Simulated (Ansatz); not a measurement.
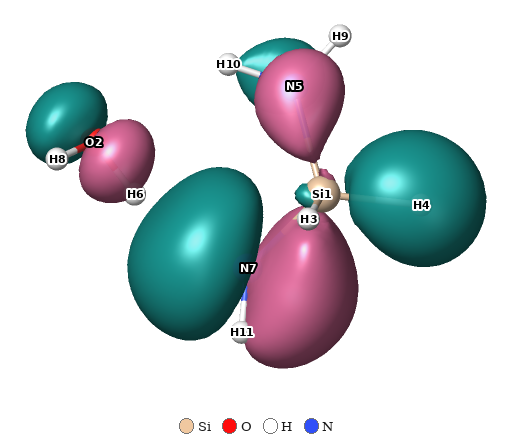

The picture shows: H₆N₂Si···H₂O. The HOMO−1 at ±0.08 Å⁻³ᐟ² (teal and pink are the two phases), seen across its widest extent.

The product side of a reaction path; geometry: PBE0-D4/def2-TZVP.

Computed with Ansatz 0.2.0, RKS PBE0-D4/def2-TZVPP.

```yaml
atoms:
  - { symbol: Si, position_ang: [1.1029, -0.3912, 0.2043] }
  - { symbol: O, position_ang: [-2.2198, 0.1452, -0.4718] }
  - { symbol: H, position_ang: [1.1497, -1.5567, -0.7266] }
  - { symbol: H, position_ang: [2.4511, -0.2422, 0.8227] }
  - { symbol: N, position_ang: [0.0016, -0.4485, 1.4960] }
  - { symbol: H, position_ang: [-1.3582, 0.4851, -0.7768] }
  - { symbol: N, position_ang: [0.5933, 0.9044, -0.8381] }
  - { symbol: H, position_ang: [-2.5619, -0.3810, -1.1968] }
  - { symbol: H, position_ang: [0.2679, -0.7517, 2.4157] }
  - { symbol: H, position_ang: [-0.9901, -0.5119, 1.3123] }
  - { symbol: H, position_ang: [0.9531, 0.9074, -1.7818] }
  - { symbol: H, position_ang: [0.6104, 1.8412, -0.4593] }
```

Describe this orbital and give its energy.

By Hirshfeld shares it lies mainly on N7 (about 55 %), Si1 (about 10 %) and H4 (about 10 %). Its energy is −7.90 eV.
